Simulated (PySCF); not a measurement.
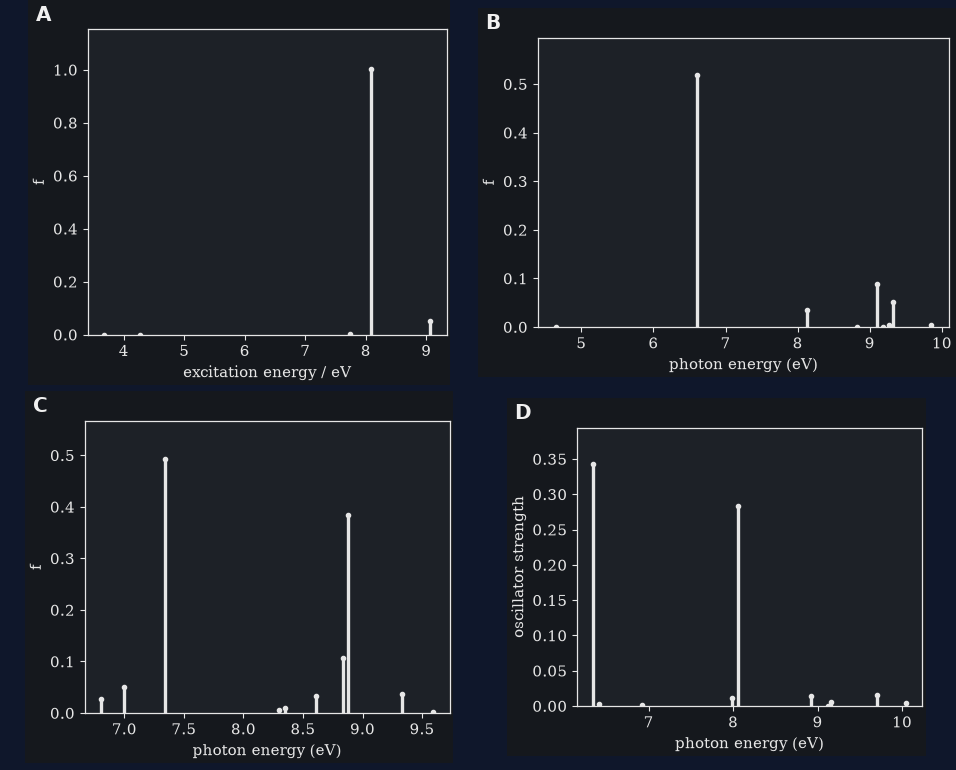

Vertical TDHF excitations, HF/def2-SVPD, PySCF, at a PBE0-D3(BJ)/def2-SVP geometry (no frequency check), gas phase. Each panel shows the lowest singlet states that were computed.

### Pair each panel with its molecule.
1. CHP, SMILES C#P
2. C₄H₆O (methacrolein), SMILES C=C(C)C=O
3. SiAsH₅, SMILES [SiH3][AsH2]
4. C₄H₅N ((Z)-2-butenenitrile), SMILES C/C=C\C#N

A: 1 (S1 at 3.67 eV, brightest at 8.08 eV)
B: 2 (S1 at 4.65 eV, brightest at 6.60 eV)
C: 3 (S1 at 6.81 eV, brightest at 7.35 eV)
D: 4 (S1 at 6.34 eV, brightest at 6.34 eV)

Caveats, for all or some of the runs: core orbitals are frozen in the response; one conformer of a flexible molecule.
